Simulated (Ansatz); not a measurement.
## A ladder of methods for RbBr (SMILES [Br][Rb])

RbBr: 2 atoms, total charge 0, spin state singlet. As SMILES, `[Br][Rb]`. The bond length is the measured one.

```tsv
atom	x (Å)	y (Å)	z (Å)
Br	0.0000	0.0000	0.0000
Rb	0.0000	0.0000	2.9447
```

Quantity: the energy change with the Br1–Rb2 bond stretched from 2.945 to 5.889 Å, in eV. The values are calculated.

```tsv
level	kind	program	value (eV)	less FCI/STO-3G
HF/STO-3G (restricted)	Hartree–Fock	Ansatz	3.57	-0.11
PBE/STO-3G (restricted)	GGA	Ansatz	3.04	-0.64
r2SCAN/STO-3G (restricted)	meta-GGA	Ansatz	3.17	-0.51
B3LYP/STO-3G (restricted)	global hybrid	Ansatz	3.27	-0.41
BHLYP/STO-3G (restricted)	global hybrid	Ansatz	3.65	-0.03
wB97X/STO-3G (restricted)	range-separated hybrid	Ansatz	3.90	+0.22
B2PLYP/STO-3G (restricted)	double hybrid	Ansatz	3.36	-0.32
MP2/STO-3G (restricted)	perturbation theory	Ansatz	3.66	-0.02
BCCD(T)/STO-3G (restricted)	coupled cluster or CI	Ansatz	3.68	0.00
FCI/STO-3G	exact in the basis	Ansatz	3.68	0.00
```

FCI/STO-3G is exact within its basis and frozen core, so for wave-function methods in that basis the difference is their error; functionals converge differently with the basis, so for them it is only a difference. All-electron rows without a relativistic Hamiltonian named are non-relativistic. The first shape isn't each level's own minimum. The values span 3.04 to 3.90 eV. Minimal STO sets describe s-block atoms so badly that they can place the ion below the atom. All rows use very small basis sets, so even the best lies far from the true value. In the correlated wave-function rows the outer d shell of Br is correlated, in sets not made for it.

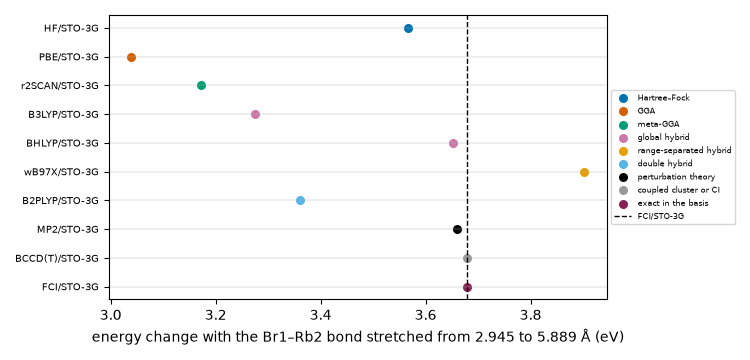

The values of the table, level by level.
